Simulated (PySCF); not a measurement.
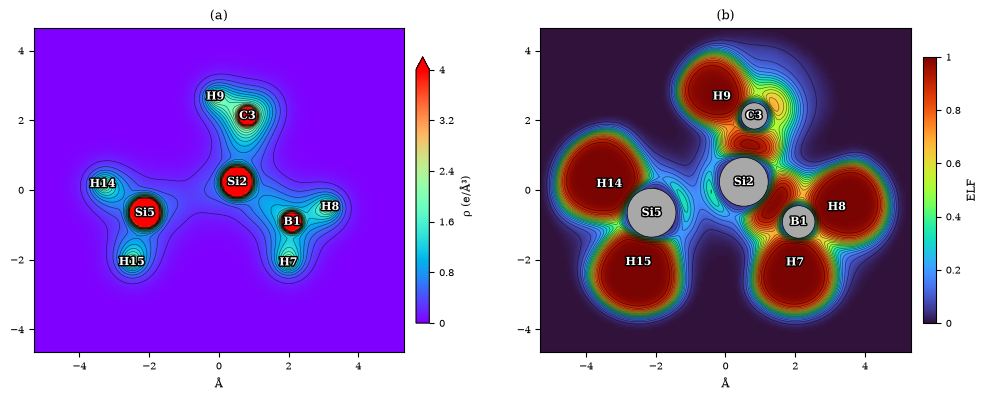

The picture shows: C3H11BSi2. (a) total electron density; (b) ELF on the plane of atoms B1, Si2 and C3. Grey discs cover the atomic cores in the ELF map.

Geometry: GFN2-xTB.

The calculation used PySCF 2.14.0, B3LYP/def2-SVPD, SCF density, gas phase.

```csv
atom,x (Å),y (Å),z (Å)
B,-1.3175,1.8633,0.8891
Si,-0.5684,0.2525,0.0873
C,-1.7996,-0.9947,-0.6814
C,0.7083,-0.7218,1.1853
Si,2.1476,-0.3793,-0.0278
C,0.9008,0.5330,-1.1562
H,-0.6239,2.6697,1.3751
H,-2.4669,2.0771,0.9117
H,-1.2887,-1.8561,-1.1008
H,-2.5036,-1.3588,0.0614
H,-2.3772,-0.5345,-1.4780
H,0.4715,-1.7749,1.3125
H,0.8543,-0.3155,2.1831
H,2.7579,-1.5741,-0.6182
H,3.2000,0.4816,0.5200
H,0.7543,0.0690,-2.1279
H,1.1442,1.5755,-1.3452
```

Describe what can be read from this map.

Answer.
- The plane passes through B, Si, C and H nuclei.
- C–Si (1.91 Å): ρ is about 0.91 e/Å³ halfway; the ELF peaks at about 0.95 between the atoms; localised, covalent bonding.
- Si–B (1.95 Å): ρ is about 0.88 e/Å³ halfway; the ELF peaks at about 1 between the atoms, as expected for localised, covalent bonding.
- C–H (1.09 Å): ρ at the midpoint is about 1.9 e/Å³; the ELF climbs to about 1 towards the hydrogen, as it does in any bond to H; a covalent bond by its length.
- B–H (1.17 Å): ρ is about 1.3 e/Å³ halfway; the ELF climbs to about 1 towards the hydrogen (a covalent bond by its length).
- Si–H (1.47 Å): ρ at the midpoint is about 0.79 e/Å³; the ELF climbs to about 1 towards the hydrogen.
